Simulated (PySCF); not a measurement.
# B²⁺: excitation energies in dyall-acv3z, part 2 of 2

Aim: the excitation energy of boron from differences of total energies, at each level of theory, and how far each lands from the tabulated value where there is one.

PySCF 2.14.0; dyall-acv3z, the spin-free X2C one-electron Hamiltonian (Gaussian nucleus). The scripts are equivalent inputs of a driver's runs. Earlier steps stand in the parts before.

### Step 4. B²⁺ [He] 2p1, method by method

**UHF**

The input, input.py:

```python
from pyscf import gto, scf, dft, mp, cc
import basis_set_exchange as bse
mol = gto.M(atom="B 0 0 0", charge=2, spin=1, symmetry="D2h",
            basis=gto.basis.parse(bse.get_basis("dyall-acv3z", elements=["B"], fmt="nwchem")),
            nucmod="G")
mf = scf.UHF(mol).sfx2c1e()
mf.irrep_nelec = {'Ag': (1, 1), 'B2u': (1, 0)}
mf.kernel()
```

The log of the run:

```text
damping factor = 0
level_shift factor = 0
DIIS = <class 'pyscf.scf.diis.CDIIS'>
diis_start_cycle = 1
diis_space = 10
diis_damp = 0
SCF conv_tol = 1e-09
SCF conv_tol_grad = None
number electrons alpha = 2  beta = 1
cycle= 1 E= -23.1601622912694  delta_E= -6.74e-05  |g|= 0.00201  |ddm|= 0.00206
cycle= 2 E= -23.1601626514383  delta_E= -3.6e-07  |g|= 0.000157  |ddm|= 0.000167
cycle= 3 E= -23.1601626551788  delta_E= -3.74e-09  |g|= 1.27e-05  |ddm|= 3.38e-05
cycle= 4 E= -23.1601626553173  delta_E= -1.38e-10  |g|= 1.46e-06  |ddm|= 1.14e-05
converged SCF energy = -23.1601626553173  <S^2> = 0.75004055  2S+1 = 2.0000405
```

It used 1.1 s of CPU time after the integrals (shared host).

The occupied shells:

```tsv
shell	electrons	mean orbital energy (eV)	spread (eV)	rms radius (bohr)
1s α	1	-239.06	0	0.379
1s β	1	-238.44	0	0.379
2p α	1	-31.789	0	1.74
```

⟨S²⟩ = 0.750, ⟨L²⟩ = 2.00.

Spin-orbit constants on these orbitals (cm⁻¹; bare nucleus, screened nucleus, mean field): 2p 43.99, 26.39, 20.79. To first order in LS coupling the lowest level has J = 1/2 and lies 0.00258 eV below the centre of the term.

**LDA**

input.py differs from the last one in:

```diff
@@ -5,3 +5,3 @@
             nucmod="G")
-mf = scf.UHF(mol).sfx2c1e()
+mf = dft.UKS(mol, xc="LDA,VWN").sfx2c1e()
 mf.irrep_nelec = {'Ag': (1, 1), 'B2u': (1, 0)}
```

The log of the run:

```text
damping factor = 0
level_shift factor = 0
DIIS = <class 'pyscf.scf.diis.CDIIS'>
diis_start_cycle = 1
diis_space = 10
diis_damp = 0
SCF conv_tol = 1e-09
SCF conv_tol_grad = None
number electrons alpha = 2  beta = 1
XC functionals = LDA,VWN
    P. A. M. Dirac.,  Math. Proc. Cambridge Philos. Soc. 26, 376 (1930)
    F. Bloch.,  Z. Phys. 57, 545 (1929)
    S. H. Vosko, L. Wilk, and M. Nusair.,  Can. J. Phys. 58, 1200 (1980)
cycle= 1 E= -22.9453712786365  delta_E= -0.00321  |g|= 0.0235  |ddm|= 0.0229
cycle= 2 E= -22.9454036736067  delta_E= -3.24e-05  |g|= 0.00317  |ddm|= 0.00199
cycle= 3 E= -22.9454043817258  delta_E= -7.08e-07  |g|= 3.76e-05  |ddm|= 0.000319
cycle= 4 E= -22.9454043819531  delta_E= -2.27e-10  |g|= 1.37e-06  |ddm|= 1.02e-05
converged SCF energy = -22.9454043819531  <S^2> = 0.75001611  2S+1 = 2.0000161
```

It used 0.58 s of CPU time after the integrals (shared host).

**PBE**

input.py differs from the last one in:

```diff
@@ -5,3 +5,3 @@
             nucmod="G")
-mf = dft.UKS(mol, xc="LDA,VWN").sfx2c1e()
+mf = dft.UKS(mol, xc="PBE").sfx2c1e()
 mf.irrep_nelec = {'Ag': (1, 1), 'B2u': (1, 0)}
```

The log of the run:

```text
damping factor = 0
level_shift factor = 0
DIIS = <class 'pyscf.scf.diis.CDIIS'>
diis_start_cycle = 1
diis_space = 10
diis_damp = 0
SCF conv_tol = 1e-09
SCF conv_tol_grad = None
number electrons alpha = 2  beta = 1
XC functionals = PBE
    J. P. Perdew, K. Burke, and M. Ernzerhof.,  Phys. Rev. Lett. 77, 3865 (1996)
    J. P. Perdew, K. Burke, and M. Ernzerhof.,  Phys. Rev. Lett. 78, 1396 (1997)
    J. P. Perdew, K. Burke, and M. Ernzerhof.,  Phys. Rev. Lett. 77, 3865 (1996)
    J. P. Perdew, K. Burke, and M. Ernzerhof.,  Phys. Rev. Lett. 78, 1396 (1997)
cycle= 1 E= -23.2009914905697  delta_E= -0.0019  |g|= 0.00673  |ddm|= 0.0286
cycle= 2 E= -23.200994390925  delta_E= -2.9e-06  |g|= 0.000747  |ddm|= 0.00132
cycle= 3 E= -23.2009944324472  delta_E= -4.15e-08  |g|= 3.83e-05  |ddm|= 9.56e-05
cycle= 4 E= -23.2009944326568  delta_E= -2.1e-10  |g|= 1.32e-06  |ddm|= 1.05e-05
converged SCF energy = -23.2009944326568  <S^2> = 0.75001139  2S+1 = 2.0000114
```

CPU time 0.73 s on a shared host, the integrals not counted.

**PBE0**

input.py differs from the last one in:

```diff
@@ -5,3 +5,3 @@
             nucmod="G")
-mf = dft.UKS(mol, xc="PBE").sfx2c1e()
+mf = dft.UKS(mol, xc="PBE0").sfx2c1e()
 mf.irrep_nelec = {'Ag': (1, 1), 'B2u': (1, 0)}
```

The log of the run:

```text
damping factor = 0
level_shift factor = 0
DIIS = <class 'pyscf.scf.diis.CDIIS'>
diis_start_cycle = 1
diis_space = 10
diis_damp = 0
SCF conv_tol = 1e-09
SCF conv_tol_grad = None
number electrons alpha = 2  beta = 1
XC functionals = PBE0
    C. Adamo and V. Barone.,  J. Chem. Phys. 110, 6158 (1999)
    M. Ernzerhof and G. E. Scuseria.,  J. Chem. Phys. 110, 5029 (1999)
cycle= 1 E= -23.2042168141793  delta_E= -0.00106  |g|= 0.00522  |ddm|= 0.0208
cycle= 2 E= -23.2042207125217  delta_E= -3.9e-06  |g|= 0.000356  |ddm|= 0.00156
cycle= 3 E= -23.204220742229  delta_E= -2.97e-08  |g|= 3.25e-05  |ddm|= 0.000141
cycle= 4 E= -23.2042207424452  delta_E= -2.16e-10  |g|= 1.44e-06  |ddm|= 1.33e-05
converged SCF energy = -23.2042207424452  <S^2> = 0.75001615  2S+1 = 2.0000162
```

CPU time 0.92 s on a shared host, the integrals not counted.

**r2SCAN**

input.py differs from the last one in:

```diff
@@ -5,3 +5,3 @@
             nucmod="G")
-mf = dft.UKS(mol, xc="PBE0").sfx2c1e()
+mf = dft.UKS(mol, xc="R2SCAN").sfx2c1e()
 mf.irrep_nelec = {'Ag': (1, 1), 'B2u': (1, 0)}
```

The log of the run:

```text
damping factor = 0
level_shift factor = 0
DIIS = <class 'pyscf.scf.diis.CDIIS'>
diis_start_cycle = 1
diis_space = 10
diis_damp = 0
SCF conv_tol = 1e-09
SCF conv_tol_grad = None
number electrons alpha = 2  beta = 1
XC functionals = R2SCAN
    J. W. Furness, A. D. Kaplan, J. Ning, J. P. Perdew, and J. Sun.,  J. Phys. Chem. Lett. 11, 8208-8215 (2020)
    J. W. Furness, A. D. Kaplan, J. Ning, J. P. Perdew, and J. Sun.,  J. Phys. Chem. Lett. 11, 9248-9248 (2020)
    J. W. Furness, A. D. Kaplan, J. Ning, J. P. Perdew, and J. Sun.,  J. Phys. Chem. Lett. 11, 8208-8215 (2020)
    J. W. Furness, A. D. Kaplan, J. Ning, J. P. Perdew, and J. Sun.,  J. Phys. Chem. Lett. 11, 9248-9248 (2020)
cycle= 1 E= -23.2335547316703  delta_E= -0.00126  |g|= 0.00555  |ddm|= 0.0217
cycle= 2 E= -23.2335604375592  delta_E= -5.71e-06  |g|= 0.000427  |ddm|= 0.00164
cycle= 3 E= -23.2335604860013  delta_E= -4.84e-08  |g|= 1.59e-05  |ddm|= 0.000151
cycle= 4 E= -23.2335604860773  delta_E= -7.6e-11  |g|= 1.6e-06  |ddm|= 5.87e-06
converged SCF energy = -23.2335604860773  <S^2> = 0.75003682  2S+1 = 2.0000368
```

CPU time 2.1 s on a shared host, the integrals not counted.

**r2SCAN0**

input.py differs from the last one in:

```diff
@@ -5,3 +5,3 @@
             nucmod="G")
-mf = dft.UKS(mol, xc="R2SCAN").sfx2c1e()
+mf = dft.UKS(mol, xc="HYB_MGGA_XC_R2SCAN0").sfx2c1e()
 mf.irrep_nelec = {'Ag': (1, 1), 'B2u': (1, 0)}
```

The log of the run:

```text
damping factor = 0
level_shift factor = 0
DIIS = <class 'pyscf.scf.diis.CDIIS'>
diis_start_cycle = 1
diis_space = 10
diis_damp = 0
SCF conv_tol = 1e-09
SCF conv_tol_grad = None
number electrons alpha = 2  beta = 1
XC functionals = HYB_MGGA_XC_R2SCAN0
    M. Bursch, H. Neugebauer, S. Ehlert, and S. Grimme.,  J. Chem. Phys. 156, 134105 (2022)
cycle= 1 E= -23.2281750322135  delta_E= -0.000789  |g|= 0.00535  |ddm|= 0.0167
cycle= 2 E= -23.2281826158002  delta_E= -7.58e-06  |g|= 0.000571  |ddm|= 0.002
cycle= 3 E= -23.2281827453286  delta_E= -1.3e-07  |g|= 2.48e-05  |ddm|= 0.000309
cycle= 4 E= -23.2281827455967  delta_E= -2.68e-10  |g|= 1.34e-06  |ddm|= 1.65e-05
converged SCF energy = -23.2281827455967  <S^2> = 0.75003403  2S+1 = 2.000034
```

CPU time 2.3 s on a shared host, the integrals not counted.

**M06-L**

input.py differs from the last one in:

```diff
@@ -5,3 +5,3 @@
             nucmod="G")
-mf = dft.UKS(mol, xc="HYB_MGGA_XC_R2SCAN0").sfx2c1e()
+mf = dft.UKS(mol, xc="M06L").sfx2c1e()
 mf.irrep_nelec = {'Ag': (1, 1), 'B2u': (1, 0)}
```

The log of the run:

```text
damping factor = 0
level_shift factor = 0
DIIS = <class 'pyscf.scf.diis.CDIIS'>
diis_start_cycle = 1
diis_space = 10
diis_damp = 0
SCF conv_tol = 1e-09
SCF conv_tol_grad = None
number electrons alpha = 2  beta = 1
XC functionals = M06L
    Y. Zhao and D. G. Truhlar.,  J. Chem. Phys. 125, 194101 (2006)
    Y. Zhao and D. G. Truhlar.,  J. Chem. Phys. 125, 194101 (2006)
    Y. Zhao and D. G. Truhlar.,  Theor. Chem. Acc. 120, 215 (2008)
cycle= 1 E= -23.2717064331362  delta_E= -0.00202  |g|= 0.17  |ddm|= 0.0752
cycle= 2 E= -23.271735651452  delta_E= -2.92e-05  |g|= 0.0358  |ddm|= 0.00529
cycle= 3 E= -23.2717366379159  delta_E= -9.86e-07  |g|= 0.00328  |ddm|= 0.00118
cycle= 4 E= -23.2717366474796  delta_E= -9.56e-09  |g|= 0.00027  |ddm|= 0.000292
cycle= 5 E= -23.2717366486435  delta_E= -1.16e-09  |g|= 4.9e-05  |ddm|= 7.62e-05
cycle= 6 E= -23.2717366486648  delta_E= -2.14e-11  |g|= 2.25e-06  |ddm|= 9.35e-06
converged SCF energy = -23.2717366486648  <S^2> = 0.7500915  2S+1 = 2.0000915
```

It used 2.9 s of CPU time after the integrals (shared host).

**B97-3**

input.py differs from the last one in:

```diff
@@ -5,3 +5,3 @@
             nucmod="G")
-mf = dft.UKS(mol, xc="M06L").sfx2c1e()
+mf = dft.UKS(mol, xc="HYB_GGA_XC_B97_3").sfx2c1e()
 mf.irrep_nelec = {'Ag': (1, 1), 'B2u': (1, 0)}
```

The log of the run:

```text
damping factor = 0
level_shift factor = 0
DIIS = <class 'pyscf.scf.diis.CDIIS'>
diis_start_cycle = 1
diis_space = 10
diis_damp = 0
SCF conv_tol = 1e-09
SCF conv_tol_grad = None
number electrons alpha = 2  beta = 1
XC functionals = HYB_GGA_XC_B97_3
    T. W. Keal and D. J. Tozer.,  J. Chem. Phys. 123, 121103 (2005)
cycle= 1 E= -23.2433755212463  delta_E= -0.000834  |g|= 0.0049  |ddm|= 0.0229
cycle= 2 E= -23.2433799517719  delta_E= -4.43e-06  |g|= 0.00037  |ddm|= 0.00223
cycle= 3 E= -23.2433800108314  delta_E= -5.91e-08  |g|= 2.39e-05  |ddm|= 0.000256
cycle= 4 E= -23.2433800111254  delta_E= -2.94e-10  |g|= 1.34e-06  |ddm|= 1.76e-05
converged SCF energy = -23.2433800111254  <S^2> = 0.7500277  2S+1 = 2.0000277
```

It used 0.94 s of CPU time after the integrals (shared host).

**M06-2X**

input.py differs from the last one in:

```diff
@@ -5,3 +5,3 @@
             nucmod="G")
-mf = dft.UKS(mol, xc="HYB_GGA_XC_B97_3").sfx2c1e()
+mf = dft.UKS(mol, xc="M062X").sfx2c1e()
 mf.irrep_nelec = {'Ag': (1, 1), 'B2u': (1, 0)}
```

The log of the run:

```text
damping factor = 0
level_shift factor = 0
DIIS = <class 'pyscf.scf.diis.CDIIS'>
diis_start_cycle = 1
diis_space = 10
diis_damp = 0
SCF conv_tol = 1e-09
SCF conv_tol_grad = None
number electrons alpha = 2  beta = 1
XC functionals = M062X
    Y. Zhao and D. G. Truhlar.,  Theor. Chem. Acc. 120, 215 (2008)
    Y. Zhao and D. G. Truhlar.,  Theor. Chem. Acc. 120, 215 (2008)
cycle= 1 E= -23.23285730306  delta_E= -0.00187  |g|= 0.0539  |ddm|= 0.0305
cycle= 2 E= -23.2328699246948  delta_E= -1.26e-05  |g|= 0.00412  |ddm|= 0.00251
cycle= 3 E= -23.232870237231  delta_E= -3.13e-07  |g|= 0.000368  |ddm|= 0.000407
cycle= 4 E= -23.2328702426767  delta_E= -5.45e-09  |g|= 4.5e-05  |ddm|= 6.64e-05
cycle= 5 E= -23.2328702427774  delta_E= -1.01e-10  |g|= 1.5e-06  |ddm|= 1.14e-05
converged SCF energy = -23.2328702427774  <S^2> = 0.75001168  2S+1 = 2.0000117
```

CPU time 2.7 s on a shared host, the integrals not counted.

### Step 5. B²⁺ [He] 2p1, continued

**MP2 (valence and next inner shell)**

Edit input.py of step 4 so:

```diff
@@ -5,4 +5,5 @@
             nucmod="G")
-mf = dft.UKS(mol, xc="M062X").sfx2c1e()
+mf = scf.UHF(mol).sfx2c1e()
 mf.irrep_nelec = {'Ag': (1, 1), 'B2u': (1, 0)}
 mf.kernel()
+mp.UMP2(mf, frozen=[[71, 72, 73, 74, 75], [71, 72, 73, 74, 75]]).kernel()
```

The driver printed no log here.

It used 0.16 s of CPU time after the integrals (shared host).

With 3 electrons correlated, the MP2 correlation energy is -0.04307 hartree (-0.00193 same spin, -0.04115 opposite spin); the SCS form gives -0.05002. Largest pairs of shells: 1s-1s -0.0392, 1s-2p -0.0039, 2p-2p 0.0000.

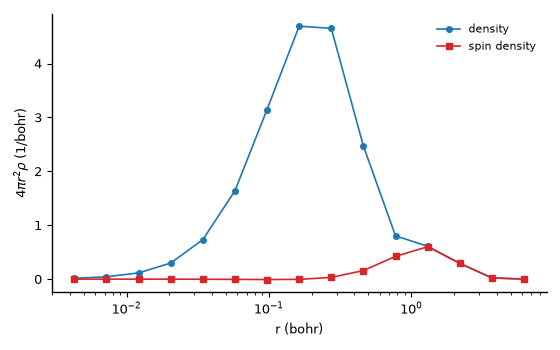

Radial density 4πr²ρ of B²⁺ at UHF, at 15 stored radii joined by straight lines.

### Step 6. Orbital energies side by side

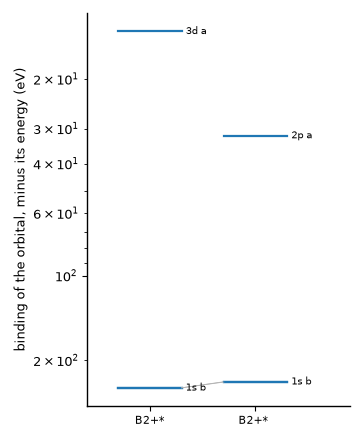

Hartree-Fock orbital energies of the states on a logarithmic scale (a, b: spin up and down; * marks an excited configuration).

### Step 7. Differences of total energies

Excitation energy: B²⁺ [He] 2s1 (2S) → B²⁺ [He] 3d1 (2D).

```tsv
method	value (eV)
UHF	24.293
LDA	23.849
PBE	23.738
PBE0	23.909
r2SCAN	23.728
r2SCAN0	23.935
M06-L	22.549
B97-3	23.429
M06-2X	23.936
MP2 (valence and next inner shell)	24.369
SCS-MP2 (valence and next inner shell)	24.361
```

Excitation energy: B²⁺ [He] 2s1 (2S) → B²⁺ [He] 2p1 (2P).

```tsv
method	value (eV)
UHF	6.054
LDA	5.361
PBE	5.306
PBE0	5.494
r2SCAN	5.373
r2SCAN0	5.545
M06-L	4.751
B97-3	5.346
M06-2X	5.776
MP2 (valence and next inner shell)	6.043
SCS-MP2 (valence and next inner shell)	6.060
```

The differences also use runs on B²⁺ [He] 2s1 (2S), which are not shown here.

### Step 8. What came out

The summary covers parts 1 to 2.

```
                         quantity                                                     value
excitation energy, B²⁺ → [He] 3d1  UHF 24.293, MP2 (valence and next inner shell) 24.369 eV
excitation energy, B²⁺ → [He] 2p1    UHF 6.054, MP2 (valence and next inner shell) 6.043 eV
```

**Reading.** The coupled-cluster values of one difference were set aside by the checks on these runs and are not quoted; the lower level shown rests on the same reference and is no safer. For the first difference the methods span 1.820 eV, from M06-L (22.549) to MP2 (valence and next inner shell) (24.369). No reference value is at hand in this session. All values hold for this basis alone; no basis-set limit was taken.
